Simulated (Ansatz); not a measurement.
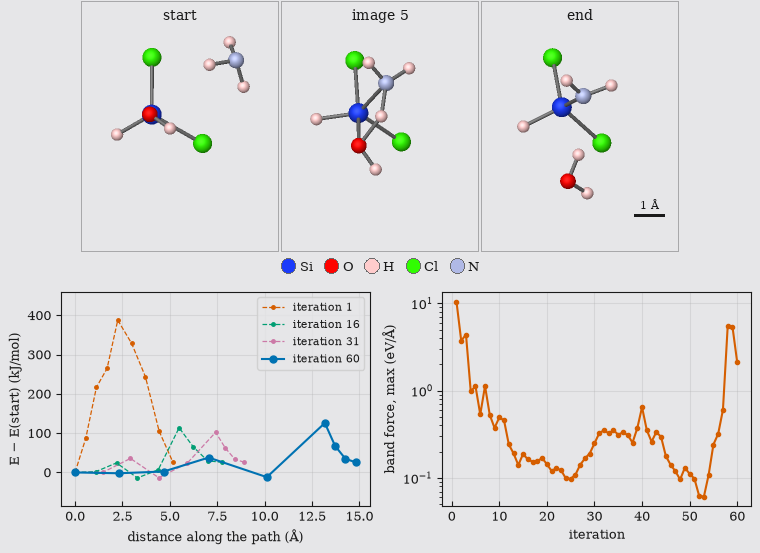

NEB run on SiNH5OCl2, made up at the start of SiH₂OCl₂ and NH3. Images are numbered from 0 (start) to 8 (end). The plot follows the band through its iterations. Style: ball-and-stick. Shown from a free direction.

Computed with RKS B3LYP/def2-SVP in Ansatz 0.2.0. Set-up: 7 movable images; climbing image; force threshold 0.03 eV/Å; iteration limit 60; starting path through a guess of the saddle point.

### Judge this run.

The result isn't final. The band hadn't converged when the run stopped after 60 iterations. The largest component of the band force went from 11 to 2.1 eV/Å. The barrier read from it is provisional: over the last two iterations the highest image moved from 111.6 kJ/mol to 125.9 kJ/mol. The first iteration put the highest image at 387.7 kJ/mol. Relative to the start the highest point is image 5 at +125.9 kJ/mol and the end lies at +25.8 kJ/mol, but the profile dips to −12.0 kJ/mol at image 4 on the way, so there may be more than one step; on an unconverged band the side maxima are provisional.

Limits of the set-up: the start holds two separate molecules, 2.5 Å apart at their closest, whose relative position is a soft coordinate and is computed without a dispersion correction.
